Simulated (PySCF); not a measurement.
```tsv
atom	x (Å)	y (Å)	z (Å)
C	2.6612	-1.5012	-0.5977
C	1.6666	-0.8859	-0.3315
C	0.4927	-0.1552	0.0211
C	0.2894	0.0790	1.5626
C	-0.9725	0.3865	1.6839
C	-1.6650	0.4107	0.3513
C	-1.0066	1.5330	-0.4349
C	0.2620	1.2034	-0.6304
C	-0.8976	-0.7951	-0.2440
F	-1.1662	-1.0193	-1.5648
H	3.5253	-2.0373	-0.8557
H	1.0898	-0.0094	2.2656
H	-2.7484	0.3714	0.3378
H	-1.5221	2.4264	-0.7269
H	1.0432	1.7440	-1.1271
H	-1.0594	-1.7420	0.2791
```

Geometry: GFN2-xTB.

The calculation used UKS B3LYP, pcH-1 on C F H, non-relativistic, mean-field spin-orbit, GIAO in PySCF 2.14.0, density-fitted response routines.

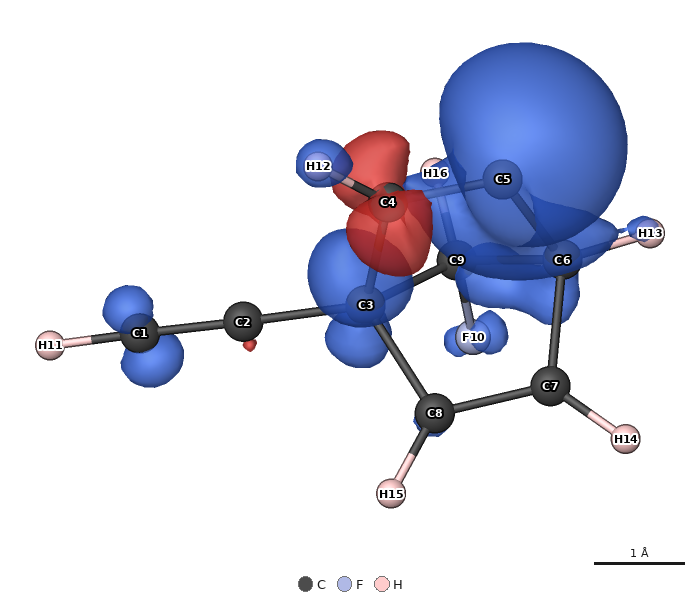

C$_{9}$H$_{6}$F (doublet). Isosurfaces of the spin density at +0.02 (blue) and −0.02 e/Å³ (red), seen at a tilt.

Where is the unpaired spin?

Answer. The unpaired spin (1 electron) lies mostly on C5 (about 0.8), in electrons by Hirshfeld's partition.
